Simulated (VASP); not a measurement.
```xyz
8
Lattice="5.2528 0.0000 0.0000 0.0000 5.2528 0.0000 0.0000 0.0000 5.2528" Properties=species:S:1:pos:R:3 pbc="T T T"
Nb     1.3132     0.0000     2.6264
Nb     2.6264     1.3132     0.0000
Nb     2.6264     3.9396     0.0000
Nb     3.9396     0.0000     2.6264
Nb     0.0000     2.6264     3.9396
Nb     0.0000     2.6264     1.3132
Sn     2.6264     2.6264     2.6264
Sn     0.0000     0.0000     0.0000
```

Computed with PBEsol GGA, VASP's PBE PAW potentials (set 64) (plane waves; VASP). Run with 400 eV cut-off, 7×7×7 Γ-centred mesh, tetrahedra with Blöchl corrections, potentials Nb_sv Sn_d.

Unless said otherwise, spin-orbit coupling is left out, though it shifts the bands of the heavy elements here.

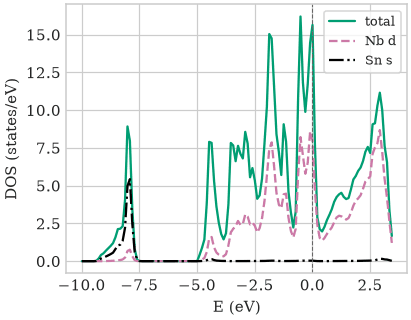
Figure: Total and projected density of states, zero at the Fermi level

Within 2 eV below the Fermi level the largest weight inside VASP's projection spheres is Nb d.

It has no gap at this level: it comes out as a metal or semimetal.

The compound is Nb3Sn in the A15 structure. It was relaxed first.
